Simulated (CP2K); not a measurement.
# IPEA1-xTB run of C2H8SSn (SMILES SC[CH2][SnH3])

What is the vertical ionisation energy of C2H8SSn at IPEA1-xTB? 

Program for the calculation: CP2K 2026.2.

1 further run of the same task is left out (it didn't finish).

## (1) The system as given

C2H8SSn: 12 atoms, total charge 0, spin state singlet. As SMILES, `SC[CH2][SnH3]`. Geometry: a rough force-field guess. This is one conformer, not always the lowest.

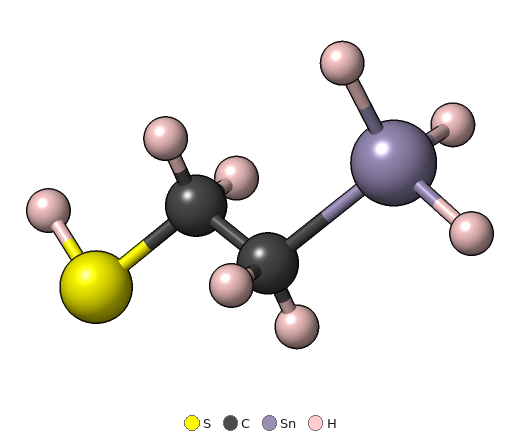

The structure, seen from a chosen angle (sulfur yellow, carbon dark grey, tin purple, hydrogen pink).

## (2) Energy and gradient at IPEA1-xTB

The input, gas.inp:

```
&GLOBAL
  PROJECT gas
  RUN_TYPE ENERGY_FORCE
  PRINT_LEVEL MEDIUM
&END GLOBAL

&FORCE_EVAL
  METHOD Quickstep
  &DFT
    CHARGE 0
    MULTIPLICITY 1
    &QS
      METHOD XTB
      EPS_DEFAULT 1.0E-10
      &XTB
        GFN_TYPE TBLITE
        &TBLITE
          METHOD IPEA1
        &END TBLITE
        CHECK_ATOMIC_CHARGES F
      &END XTB
    &END QS
    &POISSON
      PERIODIC NONE
      POISSON_SOLVER ANALYTIC
    &END POISSON
    &SCF
      SCF_GUESS ATOMIC
      EPS_SCF 1.0E-07
      MAX_SCF 150
      ADDED_MOS 8
      &DIAGONALIZATION
        ALGORITHM STANDARD
      &END DIAGONALIZATION
      &MIXING
        METHOD DIRECT_P_MIXING
        ALPHA 0.4
      &END MIXING
      &SMEAR ON
        METHOD FERMI_DIRAC
        ELECTRONIC_TEMPERATURE [K] 300
      &END SMEAR
    &END SCF
    &PRINT
      &MOMENTS
        PERIODIC F
        REFERENCE COM
        MAX_MOMENT 1
      &END MOMENTS
      &MO ON
        ENERGIES T
        OCCUPATION_NUMBERS T
        NDIGITS 6
        &EACH
          QS_SCF 0
        &END EACH
        ADD_LAST NUMERIC
      &END MO
      &HIRSHFELD OFF
      &END HIRSHFELD
    &END PRINT
  &END DFT
  &SUBSYS
    &CELL
      ABC [angstrom] 17.6 15.9 15.4
      PERIODIC NONE
    &END CELL
    &COORD
      S     -2.574100     0.410900     0.797100
      C     -0.924000     0.612500     0.166000
      C     -0.245100    -0.728900     0.217900
      Sn     1.871900    -0.529500    -0.502600
      H     -2.895200     1.812300     0.550500
      H     -0.376300     1.372200     0.788700
      H     -0.921600     0.976700    -0.879800
      H     -0.138300    -1.075300     1.274500
      H     -0.745600    -1.457400    -0.351700
      H      2.663200     0.621700     0.510400
      H      2.586200    -2.095500    -0.396100
      H      1.775900     0.025200    -2.141000
    &END COORD
    &TOPOLOGY
      &CENTER_COORDINATES
      &END CENTER_COORDINATES
    &END TOPOLOGY
  &END SUBSYS
  &PRINT
    &FORCES ON
    &END FORCES
  &END PRINT
&END FORCE_EVAL
```

Started as:

```bash
$ OMP_NUM_THREADS=1 cp2k.psmp -i gas.inp -o gas.out
```

Log:

```text
CP2K| version string:                                       CP2K version 2026.2
[...]
 GLOBAL| Method name                                                        CP2K
[...]
 GLOBAL| Run type                                                   ENERGY_FORCE
[...]
                             - Atoms:                                         12
[...]
                             - Spherical basis functions:                     44
[...]
 Number of electrons:                                                         26
[...]
  *** SCF run converged in    12 steps ***
[...]
  Fermi energy:                                                -0.24499275658048
[...]
 TB_DIPOLE| Moment [Debye]          1.41503962       0.38799967      -0.58058032
 TB_DIPOLE| Derivative [a.u.]       0.00000000       0.00000000       0.00000000
[...]
 ENERGY| Total FORCE_EVAL ( QS ) energy [hartree]            -15.495416601265729
 FORCES| Atomic forces [hartree/bohr]
 FORCES|   Atom     x               y               z               |f|
 FORCES|      1 -2.59117618E-02  6.54780683E-02 -9.68201912E-03   7.10812094E-02
 FORCES|      2  3.24815347E-02  1.51756596E-02 -5.89589678E-03   3.63333502E-02
 FORCES|      3  5.27383383E-02  1.95337223E-02  3.12350724E-02   6.43313950E-02
 FORCES|      4 -1.67762317E-03  2.48219748E-04 -4.25903159E-03   4.58425377E-03
 FORCES|      5  6.62190351E-03 -5.98746194E-02  1.31380643E-02   6.16557247E-02
 FORCES|      6 -1.36831497E-02 -1.56707563E-02 -1.30428325E-02   2.45543615E-02
 FORCES|      7 -7.73134246E-03 -1.33991164E-04  1.30597867E-02   1.51772737E-02
 FORCES|      8 -1.23940881E-02  1.87688254E-03 -1.57641060E-02   2.01405846E-02
 FORCES|      9 -2.19426615E-02 -2.39475778E-02 -1.35689250E-02   3.52006052E-02
 FORCES|     10 -1.00251078E-02 -2.02731633E-02 -1.97476702E-02   3.00245635E-02
 FORCES|     11 -5.95408657E-03  2.68950982E-02 -3.65353453E-03   2.77875110E-02
 FORCES|     12  7.47804468E-03 -9.30754280E-03  2.81810923E-02   3.06059712E-02
 FORCES| Sum    -6.41847686E-17 -5.20417043E-17  1.49186219E-16
[...]
```

Wall time 1.4 s (1 thread of Intel Xeon Platinum 8259CL at 2.50GHz (Skylake/Cascade Lake), shared host); peak memory 0.19 GiB.

## (3) The doublet cation

The input, qs.inp:

```
&GLOBAL
    PROJECT qs
    RUN_TYPE ENERGY_FORCE
    PRINT_LEVEL MEDIUM
&END GLOBAL

&FORCE_EVAL
    METHOD QUICKSTEP
    &DFT
        CHARGE 1
        MULTIPLICITY 2
        UKS T
        &QS
            METHOD XTB
            EPS_DEFAULT 1.0E-10
            &XTB
                GFN_TYPE TBLITE
                &TBLITE
                    METHOD IPEA1
                &END TBLITE
                CHECK_ATOMIC_CHARGES F
            &END XTB
        &END QS
        &POISSON
            PERIODIC NONE
            POISSON_SOLVER ANALYTIC
        &END POISSON
        &SCF
            SCF_GUESS ATOMIC
            EPS_SCF 1.0E-07
            MAX_SCF 150
            ADDED_MOS 4
            &DIAGONALIZATION
                ALGORITHM STANDARD
            &END DIAGONALIZATION
            &MIXING
                METHOD DIRECT_P_MIXING
                ALPHA 0.4
            &END MIXING
            &SMEAR ON
                METHOD FERMI_DIRAC
                ELECTRONIC_TEMPERATURE [K] 300
            &END SMEAR
        &END SCF
        &PRINT
            &MOMENTS
                PERIODIC F
                REFERENCE COM
                MAX_MOMENT 1
            &END MOMENTS
            &MO ON
                ENERGIES T
                OCCUPATION_NUMBERS T
                NDIGITS 6
                &EACH
                    QS_SCF 0
                &END EACH
                ADD_LAST NUMERIC
            &END MO
            &HIRSHFELD OFF
            &END HIRSHFELD
        &END PRINT
    &END DFT
    &SUBSYS
        &CELL
            ABC 17.6 15.9 15.4
            PERIODIC NONE
        &END CELL
        &COORD
            S     -2.574100     0.410900     0.797100
            C     -0.924000     0.612500     0.166000
            C     -0.245100    -0.728900     0.217900
            Sn     1.871900    -0.529500    -0.502600
            H     -2.895200     1.812300     0.550500
            H     -0.376300     1.372200     0.788700
            H     -0.921600     0.976700    -0.879800
            H     -0.138300    -1.075300     1.274500
            H     -0.745600    -1.457400    -0.351700
            H      2.663200     0.621700     0.510400
            H      2.586200    -2.095500    -0.396100
            H      1.775900     0.025200    -2.141000
        &END COORD
        &TOPOLOGY
            &CENTER_COORDINATES
            &END CENTER_COORDINATES
        &END TOPOLOGY
    &END SUBSYS
    &PRINT
        &FORCES ON
        &END FORCES
    &END PRINT
&END FORCE_EVAL
```

Started as:

```bash
$ OMP_NUM_THREADS=1 cp2k.psmp -i qs.inp -o qs.out
```

Log:

```text
CP2K| version string:                                       CP2K version 2026.2
[...]
 GLOBAL| Method name                                                        CP2K
[...]
 GLOBAL| Run type                                                   ENERGY_FORCE
[...]
                             - Atoms:                                         12
[...]
                             - Spherical basis functions:                     44
[...]
 Number of electrons:                                                         13
[...]
  *** SCF run converged in    28 steps ***
[...]
  Fermi energy:                                                -0.57621985254921
[...]
 TB_DIPOLE| Moment [Debye]         -4.68607319       2.27879798       1.05191668
 TB_DIPOLE| Derivative [a.u.]       0.00000000       0.00000000       0.00000000
[...]
 ENERGY| Total FORCE_EVAL ( QS ) energy [hartree]            -15.004046833932845
 FORCES| Atomic forces [hartree/bohr]
 FORCES|   Atom     x               y               z               |f|
 FORCES|      1 -1.88498692E-02  6.57482860E-02 -1.23673230E-02   6.95061534E-02
 FORCES|      2  4.63471144E-02  6.31877795E-03 -6.26550870E-03   4.71936285E-02
 FORCES|      3  1.34158064E-02  2.39288142E-02  4.21255990E-02   5.02706485E-02
 FORCES|      4  2.13574306E-02  3.36558269E-03 -1.11084805E-02   2.43077216E-02
 FORCES|      5  6.42221904E-03 -6.00705385E-02  1.22737533E-02   6.16470560E-02
 FORCES|      6 -1.68231616E-02 -1.57374695E-02 -1.30478782E-02   2.64751551E-02
 FORCES|      7 -1.02647750E-02  2.24261477E-04  1.45345131E-02   1.77951670E-02
 FORCES|      8 -1.70919918E-03  3.49291261E-03 -1.84278436E-02   1.88336726E-02
 FORCES|      9 -1.46489277E-02 -2.32458474E-02 -1.83157954E-02   3.30216424E-02
 FORCES|     10 -1.45301225E-02 -1.96718589E-02 -1.68069073E-02   2.96745451E-02
 FORCES|     11 -1.20882306E-02  2.51395931E-02 -1.27806664E-03   2.79241458E-02
 FORCES|     12  1.37171528E-03 -9.49251382E-03  2.86839380E-02   3.02449619E-02
 FORCES| Sum    -1.37476835E-16  2.32452946E-16 -2.35922393E-16
[...]
```

Wall time 1.6 s (1 thread of Intel Xeon Platinum 8259CL at 2.50GHz (Skylake/Cascade Lake), shared host); peak memory 0.19 GiB.

## (4) What came out

At IPEA1-xTB:

```
                                                  quantity         value
                             singlet C2H8SSn: total energy  -15.49542 Eh
singlet C2H8SSn: dipole moment (from atomic charges alone)        1.58 D
                              singlet C2H8SSn: HOMO energy     -10.76 eV
                              singlet C2H8SSn: LUMO energy      -5.77 eV
                            singlet C2H8SSn: HOMO–LUMO gap       4.99 eV
                 singlet C2H8SSn: largest force on an atom    3.655 eV/Å
                              doublet cation: total energy  -15.00405 Eh
        doublet cation: HOMO energy (highest over α and β)     -15.69 eV
         doublet cation: LUMO energy (lowest over α and β)     -15.67 eV
                  doublet cation: largest force on an atom    3.574 eV/Å
        vertical ionisation energy (to the doublet cation)     13.371 eV
```

**Reading.** The vertical ionisation energy comes to 13.37 eV (1290 kJ/mol). The largest force (singlet C2H8SSn) is 3.66 eV/Å: the shape isn't a stationary point for this species at this level. No empirical shift is applied, and without it xTB methods put this difference several eV too high. The dipole (singlet C2H8SSn) comes from point charges on the atoms alone, without atomic dipoles, so it is partial.
